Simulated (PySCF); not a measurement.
C$_{3}$H$_{3}$FO, SMILES `O=C=CCF`.

Level of theory: B3LYP/def2-SVP (PySCF), at a geometry from GFN2-xTB. No frequency check shows the geometry to be a minimum. Without diffuse functions Rydberg states are missing, so the states' numbers hold for this basis only.

Input script:

```python
import numpy as np
from pyscf import gto, scf, dft, tdscf
from pyscf.scf import atom_ks, atom_hf
from scipy.linalg import block_diag

def solve(mol, dm0=None, hcore=None):
    mf = (dft.UKS if mol.spin else dft.RKS)(mol, xc='b3lyp')
    mf.grids.level = 3
    mf = mf.density_fit(auxbasis='def2-universal-jkfit')
    mf.conv_tol, mf.max_cycle = 1e-8, 80
    if hcore is not None:
        mf.get_hcore = lambda *args: hcore
    mf.kernel(dm0)
    if not mf.converged:
        mf = mf.newton().run(mf.mo_coeff, mf.mo_occ, max_cycle=30)
    assert mf.converged, 'SCF not converged'
    return mf

mol = gto.M(atom='''
O     -2.30277     0.39839    -0.07344
C     -1.26095    -0.08257     0.08924
C     -0.11324    -0.66909     0.22887
C      1.12550    -0.24031    -0.49613
F      1.92159     0.54759     0.31237
H     -0.00719    -1.42030     0.99409
H      0.89005     0.36173    -1.37813
H      1.73710    -1.10508    -0.77161
''', basis='def2-svp', charge=0, spin=0, verbose=4)
mf = solve(mol)
td = mf.TDA()
td.nstates, td.singlet, td.conv_tol = 5, True, 1e-5
td.kernel()
td.analyze()
x, y = np.array([p[0] for p in td.xy]), np.array([p[1] + 0 * p[0] for p in td.xy])
f, mu = td.oscillator_strength(), td.transition_dipole()
nto = [td.get_nto(state=i + 1, verbose=4) for i in range(len(td.e))]
# spherically averaged free atoms, for the promolecule
atm = atom_ks.get_atm_nrks(mol, xc='b3lyp')
pro = block_diag(*[(atm[a[0]][2] * atm[a[0]][3]) @ atm[a[0]][2].T for a in mol._atom])
np.savez('result.npz', e=td.e, f=f, ok=td.converged, w=[n[0] for n in nto], nto=[n[1] for n in nto], x=x, y=y, c=mf.mo_coeff, occ=mf.mo_occ, eps=mf.mo_energy, pro=pro, mu=mu)
```

Command:

```sh
OMP_NUM_THREADS=1 python input.py
```

The run took 110 s on 1 thread of Arm Neoverse V2, with other jobs on the host, peak memory 0.49 GiB.

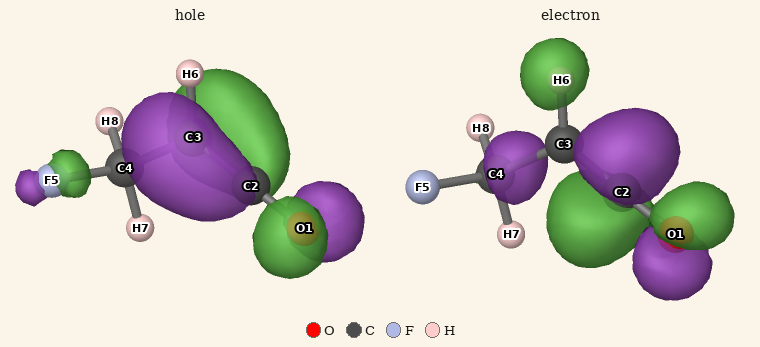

Leading natural transition orbital pair of S₁ (TDA singlet states); the surfaces enclose about 78 % of each orbital's density.

### Give its energy and the atoms that hole and electron lie on.

3.90 eV (318 nm), f = 0.000 (very weak); the leading pair carries 100 %; hole on C3 (44 %), O1 (24 %) and C2 (19 %), electron on C2 (44 %), O1 (29 %) and C3 (11 %); their centroids lie 0.5 Å apart. In canonical orbitals it is mainly HOMO → LUMO (100 %). The HOMO–LUMO gap is 5.62 eV.
